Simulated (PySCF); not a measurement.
SMILES O[Si](OC)(N)C=C, singlet at its GFN2-xTB optimised geometry (Å):

```
16

C     -1.8802    -1.0687     1.9372
C     -0.6282    -1.1419     1.5147
Si     0.0548    -0.2453     0.0000
N     -0.6270     1.3416     0.0000
O      1.6863    -0.2453     0.0000
O     -0.3230    -1.0127    -1.3952
C     -1.6137    -1.2897    -1.8516
H     -2.2394    -1.6187     2.7948
H     -2.6042    -0.4426     1.4416
H      0.0551    -1.7836     2.0591
H     -0.5311     1.8923     0.8370
H     -0.4468     1.9223    -0.8049
H      2.1475    -0.9453    -0.4542
H     -2.1475    -1.9223    -1.1381
H     -1.5261    -1.8116    -2.8053
H     -2.1811    -0.3675    -1.9909
```

Method: PBE0/def2-TZVP (PySCF). Cells within 0.4 Å of a nucleus heavier than hydrogen are left out (blank, or x).

Map of the electrostatic potential (hartree/e), clipped to [-0.08, 0.12] on the plane z = 0.0 Å:

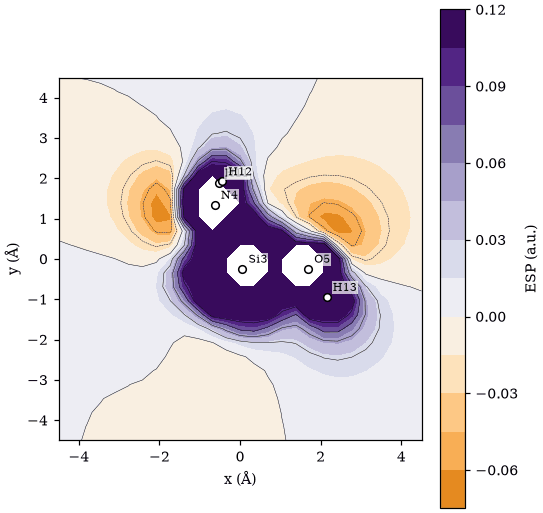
*Electrostatic potential (hartree/e), clipped to [-0.08, 0.12] on the plane z = 0.0 Å.*
